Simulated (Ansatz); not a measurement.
CH₃F₃Sn (SMILES F[C](F)(F)[SnH3])

```xyz
8

F     0.7990   -1.0261    1.5644
C     0.8055   -0.7200    0.2549
F     0.6844   -1.8800   -0.4145
F     2.0296   -0.2378   -0.0240
Sn   -0.7879    0.7103   -0.2705
H    -0.5126    2.1163    0.6431
H    -0.6593    1.0049   -1.9391
H    -2.2666   -0.0249    0.1299
```

Geometry: PBE0-D4/def2-TZVP; core potentials replace the inner electrons of Sn.

Theory: RKS PBE0-D4/def2-TZVPP in Ansatz.

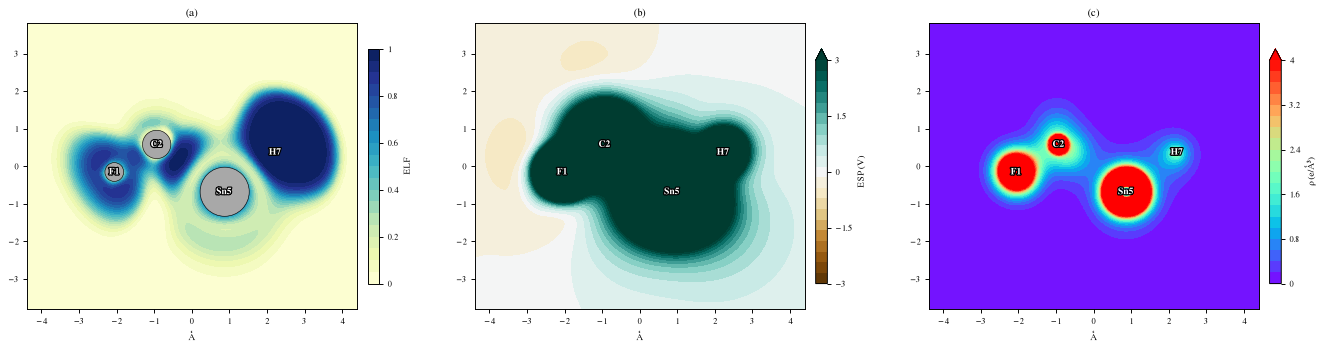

Figure 1. (a) electron localisation function; (b) molecular electrostatic potential; (c) electron density on the plane of atoms F1, C2 and Sn5. Grey discs cover the atomic cores in the ELF map.

Describe what can be read from this map.

- The section cuts through F, C, Sn and H sites.
- C–F (1.34 Å): ρ is about 2.3 e/Å³ halfway, with its minimum of 1.9 e/Å³ about 0.5 Å from C; the ELF peaks at about 0.85 between the atoms: a shared but strongly polarised pair.
- C–Sn (2.20 Å): ρ is about 0.69 e/Å³ halfway; the ELF peaks at about 1 in the valence shell of C, 0.7 Å from its nucleus, and drops to about 0.20 between the two atoms.
- Sn–H (1.70 Å): ρ is about 1.2 e/Å³ halfway; the ELF climbs to about 1 towards the hydrogen.
- The ELF also peaks beside F1, away from the bonds: lone-pair regions.
- Outside the dense part of the molecule the potential is most negative (−0.6 V) near F1.

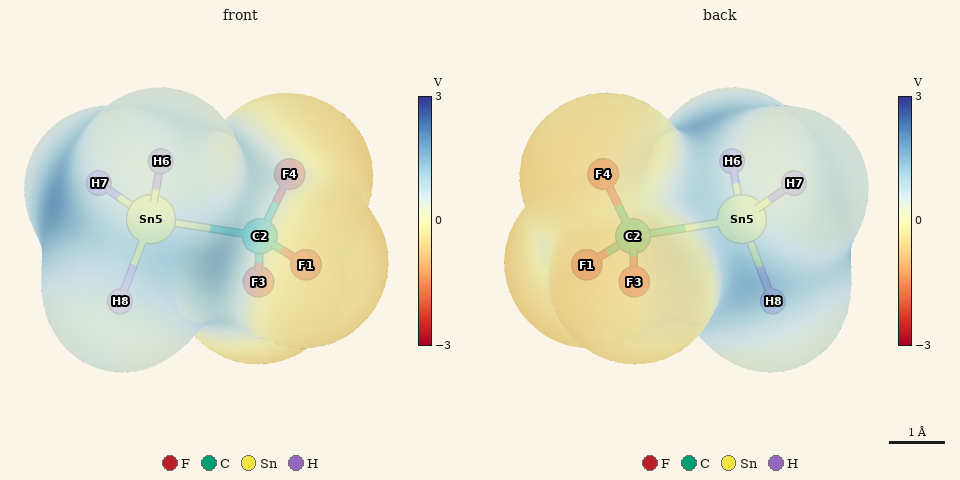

Figure 2. The electrostatic potential painted on the density surface at 0.002 e/bohr³, seen from the front and from behind; the colour scale runs from red (negative) to blue (positive).

Which sites attract a positive test charge, and which a negative one?

A positive charge is drawn to the negative regions and a negative charge to the positive ones. The most negative region (about −0.6 V) lies over F1, F3 and F4, the most positive (about +2.0 V) over Sn5.

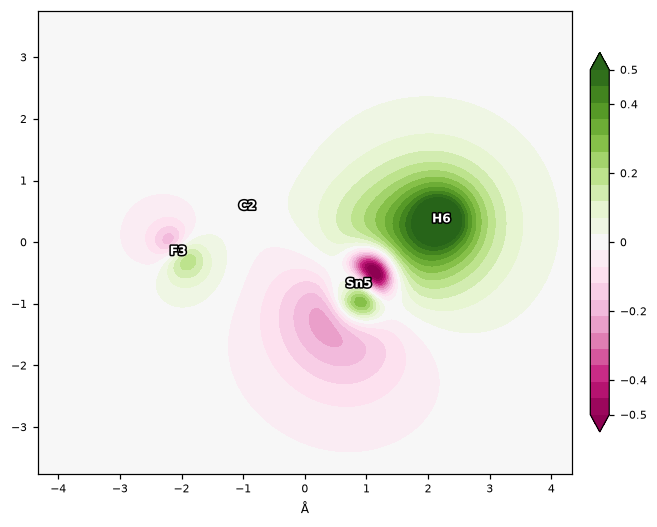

Figure 3. The HOMO−1 on the plane of atoms F3, C2 and Sn5 (values in Å⁻³ᐟ²; the overall sign is arbitrary).

What is the character of this orbital?

It lies mainly on Sn5 (about 45 %), H6 (about 35 %) and H7 (about 15 %). It is one of a degenerate set, so its orientation is arbitrary. Its energy is −9.73 eV.
